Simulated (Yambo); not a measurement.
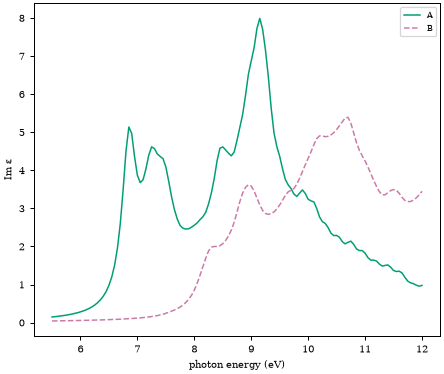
*Two computed absorption spectra of Sc$_{2}$Si$_{2}$O$_{7}$ (space group C2/m, No. 12) (Yambo, PBEsol bands with the same scissor, field along x)*

Axes are Cartesian, with cell vectors (Å) (3.26, -4.26, 0.00), (3.26, 4.26, 0.00), (-1.03, 0.00, 4.58).

Which curve includes the electron-hole attraction (BSE), and where are its main peaks?

Curve A: the attraction moves weight to lower energy (centre of the plotted range 8.8 eV against 10.1 eV). Its peaks lie at 6.8 eV, 7.2 eV, 9.2 eV. Settings: 4×4×4 mesh, 18 valence and 12 conduction bands, static screening with 83 bands and a 3 Ry block, scissor 3.03 eV, Tamm-Dancoff. The scissor comes from a G0W0 run whose convergence isn't established. Broadening 0.15 eV. The band window holds all transitions up to 12.0 eV. Fine structure above the onset can come from the mesh.

Geometry of the Materials Project entry, not relaxed at this level; primitive cell a = b = 5.363 Å, c = 4.691 Å, α = β = 97.70°, γ = 105.12°.
